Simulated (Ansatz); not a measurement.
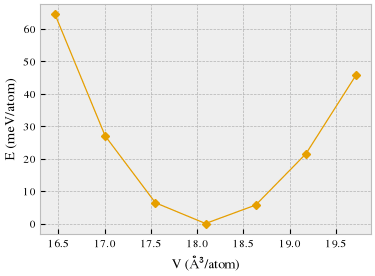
Fig. 1. Al$_{2}$Au (fluorite or antifluorite type, Fm-3m) under volume change, r²SCAN (plane waves, PAW; program Ansatz), scaled uniformly.

What does a third-order Birch–Murnaghan fit give for V₀, B₀ and B′?

V₀ = 18.09 Å³/atom, B₀ = 118 GPa, B′ = 4.7.

The r²SCAN relaxation kept the symmetry of its start; of distortions, only those at the zone centre were tested. Scalar-relativistic: spin–orbit coupling is off unless named, which matters more the heavier the elements.

Potentials: the later of the program's two PAW sets.
